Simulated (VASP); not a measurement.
Band structure of Mg (hcp). Computed with PBE GGA with D3 dispersion (zero damping), VASP's PBE PAW potentials (set 64) (plane waves; VASP).

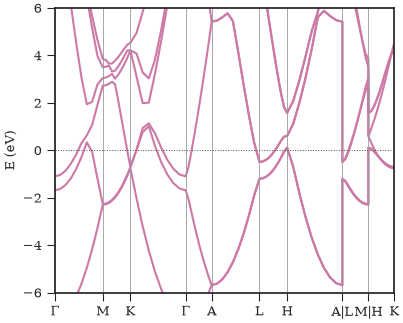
*Bands along high-symmetry lines, zero at the valence-band maximum or, without a gap, the Fermi level*

Problem. Read the plot: is there a gap, and where are the band edges?

Solution. It has no gap at this level: it comes out as a metal or semimetal. (Edges off the drawn lines would not show.)

The compound is Mg in the hcp structure. It was relaxed first, which changed the volume by -5 %.
